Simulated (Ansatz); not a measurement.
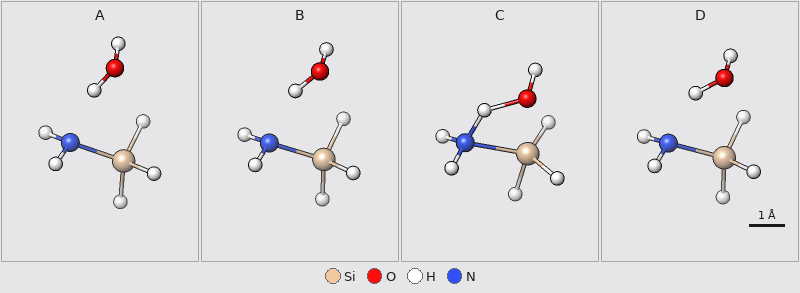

4 geometries from a converged minimum-energy path of SiNH7O, made up at the start of SiH₄O and NH$_{3}$, shuffled. A ball-and-stick model, seen at a tilt.

The calculation used RKS PBE0/6-31G* in Ansatz. Run with 9 movable images; climbing image; force threshold 0.03 eV/Å; iteration limit 60; starting path through a guess of the saddle point.

One of them is the converged climbing image. Which?

Answer. C. In order along the path, whose images run from 0 to 10: C (image 5, +1.35 eV), D (image 8, +0.50 eV), B (image 9, +0.46 eV), A (image 10, +0.45 eV). Breaking: H–N (1.02 → 1.97 Å), O–Si (1.69 → 3.46 Å). Forming: H–O (2.27 → 0.98 Å), N–Si (2.36 → 1.76 Å).
